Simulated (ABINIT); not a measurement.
# A GW chain in ABINIT: Ca2H6Os (Fm-3m), part 3 of 3

Wanted: ground state, empty states, screening and self-energy for Ca2H6Os (Fm-3m).

ABINIT 10.8.3; PBEsol and many-body steps on it, plane waves. Known limits of the many-body steps: not at the basis limit; screening head approximate; d states lean on the start; coarse k mesh.

So far. Step 4 (Empty states on the mesh, 2×2×2 mesh, 146 bands): On this mesh the gap is 2.451 eV. Step 5 (Screening, 2×2×2 mesh, 134 bands, screening to 98 eV): Local fields lower ε∞ by 17 %. On a Γ-centred mesh this coarse the value itself is usually too large, while a short band sum pulls it down.

### 6. Self-energy, 2×2×2 mesh, 134 bands, screening to 98 eV

The self-energy is evaluated for the states that the input lists, and the levels follow from it, in one-shot runs by the linearised quasiparticle equation.

This step: G0W0 on PBEsol with spin-orbit coupling, plane waves, norm-conserving pseudopotentials.

Contents of run.abi:

```
acell 3*1.0 Angstrom
rprim 
  0.000000000000 3.614821300000 3.614821300000
  3.614821300000 0.000000000000 3.614821300000
  3.614821300000 3.614821300000 0.000000000000
ntypat 3
znucl 20 1 76
natom 9
typat 1 1 2 2 2 2 2 2 3
xred 
  0.250000000000 0.250000000000 0.250000000000
  0.750000000000 0.750000000000 0.750000000000
  0.762819760000 0.237180240000 0.237180240000
  0.237180240000 0.762819760000 0.762819760000
  0.237180240000 0.762819760000 0.237180240000
  0.762819760000 0.237180240000 0.762819760000
  0.237180240000 0.237180240000 0.762819760000
  0.762819760000 0.762819760000 0.237180240000
  0.000000000000 0.000000000000 0.000000000000
pp_dirpath "pseudos"
pseudos "Ca.upf, H.upf, Os.upf"
ecut 33
nspinor 2
ngkpt 2 2 2
nshiftk 1
shiftk 0 0 0
kptopt 1
chksymbreak 0
istwfk *1
occopt 1
irdwfk 1
optdriver 4
nband 134
gwcalctyp 0
ecutsigx 33
symsigma 0
nkptgw 2
kptgw 
  0.5000000000 0.5000000000 0.0000000000
  0.0000000000 0.0000000000 0.0000000000
bdgw 
  39 46
  37 46
ecuteps 3.6
irdscr 1
ppmodel 1
indata_prefix "in"
outdata_prefix "out"
tmpdata_prefix "tmp"
```

Started as:

```
$ OMP_NUM_THREADS=1 mpirun -n 4 abinit run.abi > log
```

Numbers of over 12 decimals in the logs are rounded to 6 here.

Output:

```text
.Version 10.8.3 of ABINIT. v10.8.2 released Aug 2026.

 Symmetries : space group Fm -3 m (#225); Bravais cF (face-center cubic)
[... echo of the input left out ...]
== DATASET  1 ==================================================================
-   mpi_nproc: 4, omp_nthreads: 1 (-1 if OMP is not activated)

--- !DatasetInfo
iteration_state: {dtset: 1, }
dimensions: {natom: 9, nkpt: 3, mband: 134, nsppol: 1, nspinor: 2, nspden: 1, mpw: 5817, }
cutoff_energies: {ecut:  33.0, pawecutdg:  -1.0, }
electrons: {nelect:   4.20000000E+01, charge:   0.00000000E+00, occopt:   1.00000000E+00, tsmear:   1.00000000E-02, }

 SIGMA: Calculation of the GW corrections

 Based on a program developped by R.W. Godby, V. Olevano, G. Onida, and L. Reining.
 Incorporated in ABINIT by V. Olevano, G.-M. Rignanese, and M. Torrent.
.Using double precision arithmetic ; gwpc =  8

[... cell and pseudopotentials left out ...]
--------------------------------------------------------------------------------

 ==== K-mesh for the wavefunctions ====
 Number of points in the irreducible wedge :     3
[... list of points left out ...]
 Together with 48 symmetry operations and time-reversal symmetry
 yields     8 points in the full Brillouin Zone.

 ==== Q-mesh for screening function ====
 Number of points in the irreducible wedge :     3
[... list of points left out ...]
 Together with 48 symmetry operations and time-reversal symmetry
 yields     8 points in the full Brillouin Zone.

 vcoul_init : cutoff-mode = AUXILIARY_FUNCTION
 q-points for optical limit:   1
     1)      0.000010    0.000020    0.000030
 setmesh: FFT mesh size selected  =    50x   50x   50
          total number of points  =       125000

 Number of electrons calculated from density =   42.0000; Expected =   42.0000
 average of density, n =  0.065881
 r_s =    1.5360
 omega_plasma =   24.7592 [eV]

 === KS Band Gaps ===
  >>>> For spin  1
   Minimum direct gap =   2.4505 [eV], located at k-point      :   0.5000  0.5000  0.0000
   Fundamental gap    =   2.4505 [eV], Top of valence bands at :   0.5000  0.5000  0.0000
                                       Bottom of conduction at :   0.5000  0.5000  0.0000
 SIGMA fundamental parameters:
 PLASMON POLE MODEL  1
 number of plane-waves for SigmaX                 5817
 number of plane-waves for SigmaC and W            181
 number of plane-waves for wavefunctions          5817
 number of bands                                   134
 number of independent spin polarizations            1
 number of spinorial components                      2
 number of k-points in IBZ                           3
 number of q-points in IBZ                           3
 number of symmetry operations                      48
 number of k-points in BZ                            8
 number of q-points in BZ                            8
 number of frequencies for dSigma/dE                 9
 frequency step for dSigma/dE [eV]                0.25
 number of omega for Sigma on real axis              0
 max omega for Sigma on real axis  [eV]           0.00
 zcut for avoiding poles [eV]                     0.10

 EPSILON^-1 parameters (SCR file):
 dimension of the eps^-1 matrix on file            181
 dimension of the eps^-1 matrix used               181
 number of plane-waves for wavefunctions          5817
 number of bands                                   134
 number of q-points in IBZ                           3
 number of frequencies                               2
 number of real frequencies                          1
 number of imag frequencies                          1

 matrix elements of self-energy operator (all in [eV])

 Perturbative Calculation

--- !SelfEnergy_ee
iteration_state: {dtset: 1, }
kpoint     : [   0.500,    0.500,    0.000, ]
spin       : 1
KS_gap     :    2.450
QP_gap     :    3.676
Delta_QP_KS:    1.226
data: !SigmaeeData |
     Band     E0 <VxcDFT>   SigX SigC(E0)      Z dSigC/dE  Sig(E)    E-E0       E
       39   4.423 -17.119 -19.785   3.423   0.801  -0.249 -16.513   0.606   5.028
       40   4.423 -17.119 -19.785   3.423   0.801  -0.249 -16.513   0.606   5.028
       41   4.817 -16.702 -19.101   3.149   0.804  -0.243 -16.099   0.603   5.420
       42   4.817 -16.702 -19.101   3.149   0.804  -0.243 -16.099   0.603   5.420
       43   7.267 -13.736  -8.638  -2.906   0.834  -0.198 -11.907   1.829   9.097
       44   7.267 -13.736  -8.638  -2.906   0.834  -0.198 -11.907   1.829   9.097
       45   8.174 -12.328  -6.156  -3.603   0.836  -0.196 -10.181   2.147  10.321
       46   8.174 -12.328  -6.156  -3.603   0.836  -0.196 -10.181   2.147  10.321

--- !SelfEnergy_ee
iteration_state: {dtset: 1, }
kpoint     : [   0.000,    0.000,    0.000, ]
spin       : 1
KS_gap     :    4.263
QP_gap     :    6.241
Delta_QP_KS:    1.978
data: !SigmaeeData |
     Band     E0 <VxcDFT>   SigX SigC(E0)      Z dSigC/dE  Sig(E)    E-E0       E
       37   4.301 -16.752 -19.547   3.412   0.801  -0.249 -16.258   0.494   4.795
       38   4.301 -16.752 -19.547   3.411   0.801  -0.249 -16.258   0.494   4.795
[...]
42   4.742 -16.265 -18.791   3.121   0.805  -0.242 -15.786   0.479   5.220
       43   9.004 -14.709  -8.035  -3.698   0.825  -0.211 -12.252   2.457  11.461
       44   9.004 -14.709  -8.036  -3.697   0.825  -0.211 -12.252   2.457  11.461
       45   9.004 -14.709  -8.036  -3.697   0.826  -0.211 -12.252   2.457  11.461
       46   9.004 -14.709  -8.035  -3.697   0.826  -0.211 -12.252   2.457  11.461

== END DATASET(S) ==============================================================
================================================================================

 -outvars: echo values of variables after computation  --------
           etotal      0.0000000000E+00
            nband         134
             nkpt           3
          spgroup         225
 [... the other variables as echoed above ...]

 Calculation completed.
```

Elapsed: 17 s, on 4 MPI ranks of AMD EPYC 9R45 (Zen 5), shared host; peak memory 1.4 GiB; 67 s of CPU time.

This step gave:

```
G0W0 gap on the points computed              : 3.677 eV
starting gap on the mesh                     : 2.451 eV
k of the valence top                         : 0.5, 0.5, 0
k of the conduction bottom                   : 0.5, 0.5, 0
Z at the valence top                         : 0.804
Z at the conduction bottom                   : 0.834
least direct G0W0 gap on the computed points : 3.677 eV
```

The gap on the mesh goes from 2.45 eV to 3.68 eV, a correction of +1.23 eV.

Limits: finite bands, cutoff and mesh; screening head approximate; d states lean on the start; coarse k mesh. v1 is the top filled band, c1 the lowest empty one. Levels before and after the correction, in eV, zero at the valence-band top of each column:

```
           conduction bottom  valence top
Kohn-Sham               2.45         0.00
     G0W0               3.68         0.00
```

```
                       level  energy (eV)
Kohn-Sham  (0.5 0.5 0) v4-v3       -0.394
Kohn-Sham  (0.5 0.5 0) v2-v1        0.000
Kohn-Sham  (0.5 0.5 0) c1-c2        2.451
Kohn-Sham  (0.5 0.5 0) c3-c4        3.357
     G0W0  (0.5 0.5 0) v4-v3       -0.392
     G0W0  (0.5 0.5 0) v2-v1        0.000
     G0W0  (0.5 0.5 0) c1-c2        3.677
     G0W0  (0.5 0.5 0) c3-c4        4.901
```

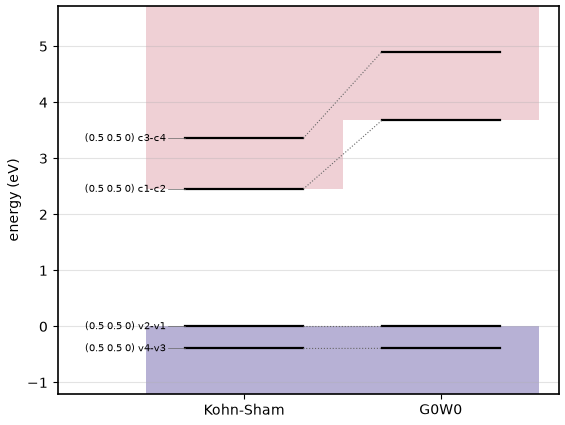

Levels before and after the correction. Shaded: valence and conduction bands.

### 7. Where the time went

Times are wall times on the hardware named with each run, good to a factor of about two.

```
                          step     time  share  memory (GiB)
                  ground state     61 s   22 %          0.52
bands along the symmetry lines  2.4 min   51 %          0.63
      empty states on the mesh     47 s   17 %          0.41
                     screening    9.9 s    4 %           1.6
                   self-energy     17 s    6 %           1.4
```

### 8. What came out

```yaml
pbesol_gap: 2.45 eV, direct
g0w0_gap_on_the_mesh: 3.68 eV
gw_settings: 2×2×2 mesh, 134 bands, screening to 98 eV, Godby-Needs plasmon pole
known_limits: not at the basis limit; screening head approximate; d states lean on the start; coarse k mesh
```

**Reading.** G0W0 moves the gap on the mesh from 2.45 eV to 3.68 eV (+1.23 eV), with Z of 0.80 and 0.83 at the edges. Local fields lower the RPA ε∞ on this mesh from 5.71 to 4.73; a Γ-centred mesh this coarse tends to raise both, most where the direct gap is narrow, while a short band sum lowers them. Only 2 of the mesh's irreducible points were corrected, so a valley elsewhere could overtake. The dearest step here is «bands along the symmetry lines». Bands and cutoff are finite, so the gap is not at the basis limit. The miss can reach some tenths of an eV and take either sign; the mesh is an error of its own. In the G0W0 run levels were corrected at 2 k points alone, so a gap called «on the mesh» is the least over those, and an edge elsewhere would be missed. The 2×2×2 mesh is coarse for this cell, which bears on the long-range parts of exchange and screening. The long-wavelength limit of the screening leaves out the non-local commutator, which shifts ε∞. With d states at the gap, one-shot GW leans hard on its start.

[Paths, hosts, dates, memory and timing lines, banners, echoed tables and standing remarks are left out of the program output.]

[Logs are printed without paths, hosts, clocks, repeated set-up lines and the standing remarks that a program may print on its own settings, such as how far it seeks lower states.]

[Runs of the session that timed out or met a known fault of the program may be left out.]

[Hosts, paths, dates, database ids (printed as entryN), source tags and the programs' standing remarks are cut or masked in the printed files.]

[G0W0 gaps are taken among the corrected bands and points alone; a level outside them can change the order at an edge.]

[Where Ansatz stands beside ABINIT at settings called matched, ABINIT's density can come from a denser mesh and the files from another edition; pairs whose starting gaps differed by over 0.03 eV were left out, so agreement reads better than it is.]
